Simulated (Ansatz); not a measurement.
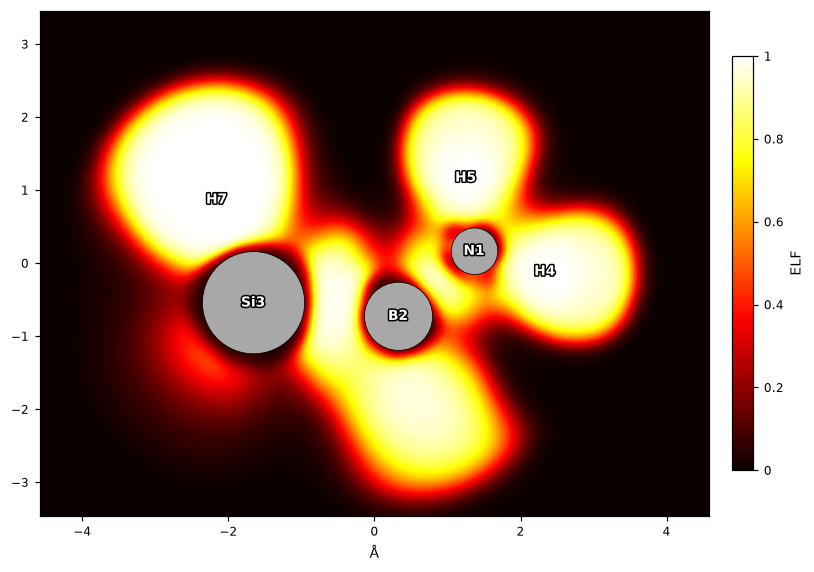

The picture shows: BH$_{5}$NSi (SMILES N[B][SiH3]) (doublet). ELF on the plane of atoms H4, N1 and H5. Grey discs cover the atomic cores.

Level of theory: UKS BHLYP-D4/def2-SVP (Ansatz).

The calculation's input:

```
crystal:
  periodic: [false, false, false]
  atoms:
    - { symbol: "N", position_ang: [-0.7597, 0.43675, -1.55152] }
    - { symbol: B, position_ang: [-0.77536, -0.03005, -0.2688] }
    - { symbol: Si, position_ang: [0.48634, -0.33556, 1.14607] }
    - { symbol: H, position_ang: [-1.57661, 0.51802, -2.14216] }
    - { symbol: H, position_ang: [0.0684, 0.75053, -2.04868] }
    - { symbol: H, position_ang: [0.14318, 0.46279, 2.33932] }
    - { symbol: H, position_ang: [1.93418, -0.05133, 0.96081] }
    - { symbol: H, position_ang: [0.47956, -1.75115, 1.56496] }
magnetization:
  spin_polarized: true
  initial_magnetization: 1
basis:
  gaussian: { orbitals: def2-SVP }
hamiltonian:
  xc: { name: BHLYP }
  dispersion: d4
relax:
  f_tol: 0.015
  max_steps: 40
output:
  orbitals: {}
```

Command:

```sh
ansatz run input.yaml --threads 1 --pin off --max-ram 2048MiB --backend cpu --events-out ev --progress --plain --runs-dir out
```

The fields are those of the relaxed geometry.

> Describe what can be read from this map.

Atoms in the plane: N, B, Si and H. B–N (1.37 Å): the ELF peaks at about 0.95 between the atoms, as expected for a polar covalent bond. Si–B (1.99 Å): the ELF peaks at about 1 between the atoms; localised, covalent bonding. N–H (1.01 Å): the ELF climbs to about 1 towards the hydrogen, as it does in any bond to H; a covalent bond by its length. Si–H (1.49 Å): the ELF climbs to about 1 towards the hydrogen. The ELF also peaks beside B2, away from the bonds: non-bonding electrons, paired or unpaired.
